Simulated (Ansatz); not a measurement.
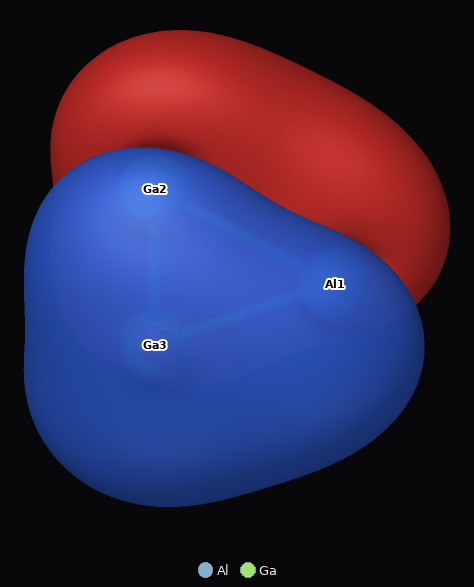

Figure 1: AlGa$_{2}$ (charge −1). The HOMO−1 at ±0.06 Å⁻³ᐟ² (blue and red are the two phases), seen at an oblique angle.

Geometry: B3LYP-D4/def2-TZVPD.

Level of theory: RKS PBE0-D4/def2-TZVPD (Ansatz).

Input file:

```
crystal:
  periodic: [false, false, false]
  atoms:
    - {symbol: Al, position_ang: [-0.786053, 0.664022, -1.046055]}
    - {symbol: Ga, position_ang: [1.107729, 0.692609, 0.636380]}
    - {symbol: Ga, position_ang: [-0.321676, -1.356631, 0.409665]}
basis:
  gaussian: {orbitals: def2-TZVPD, initial_orbitals: start.molden}
total_charge: -1
hamiltonian: {xc: pbe0, dispersion: d4}
scf: {omitted_lower_state_checks: [starts]}
output: {orbitals: {seedname: orbitals}}
```

Launched as:

```sh
ansatz run in.yaml --threads 4 --pin off --events-out ev --progress --plain --max-ram 3916MiB
```

Q: Where does this orbital lie, and at what energy?

A: By Hirshfeld shares it lies mainly on Al1 (about 35 %), Ga2 (about 35 %) and Ga3 (about 35 %); it changes sign across the molecular plane (π type); π-bonding across Al1–Ga2, Al1–Ga3 and Ga2–Ga3. Its energy is −0.47 eV.
